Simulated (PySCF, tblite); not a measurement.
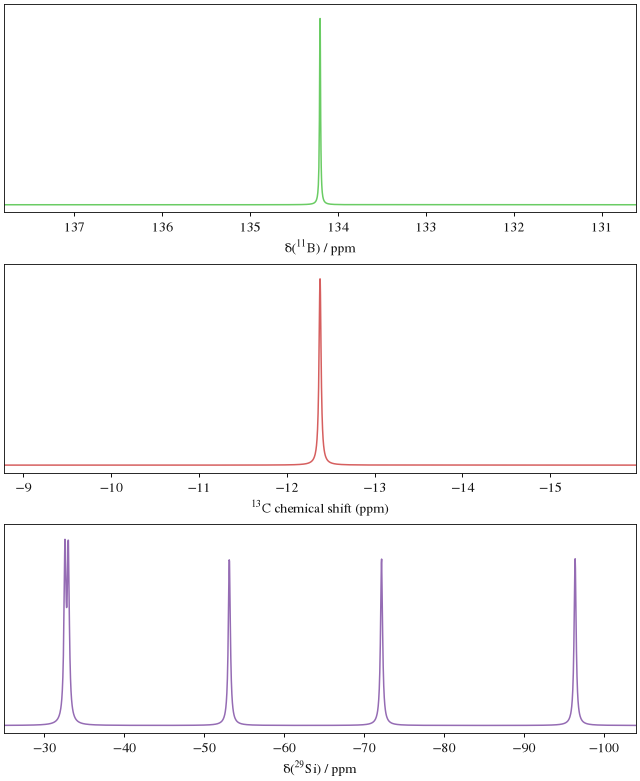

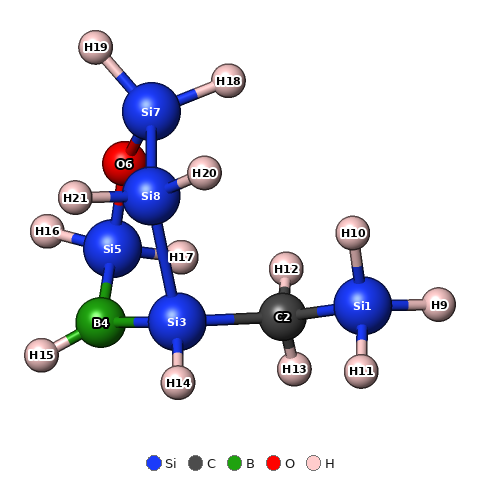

Spectrum and numbered structure of CH₁₃BOSi₅, SMILES [SiH3]C[Si@@H]1B[SiH2]O[SiH2][SiH2]1. GIAO shifts, PBE0/pcSseg-1 in PySCF, at a GFN2-xTB geometry (a minimum by its frequencies), against BF₃.OEt₂ for ¹¹B, TMS for ¹³C and TMS for ²⁹Si computed at the same level. Gas phase, fully decoupled, line heights follow the number of nuclei, widths are arbitrary (no quadrupolar broadening); values of one conformer, averaged over methyl-type rotors and exact or near symmetry; other conformers aren't averaged in.

> Where does the ¹¹B line lie?

At 134.2 ppm (B4).

> Where does the ¹³C line lie?

At −12.4 ppm (C2).

> Which atoms give which ²⁹Si line?

| δ (ppm) | nuclei | atoms |
| --- | --- | --- |
| −32.6 | 1 | Si7 |
| −33.0 | 1 | Si5 |
| −53.2 | 1 | Si3 |
| −72.2 | 1 | Si1 |
| −96.4 | 1 | Si8 |

The order of signals that lie close, as those under 3 ppm apart, is within the error of the method.

Known limits of this run: the tight-binding geometry is rougher than a DFT one and adds to the error.
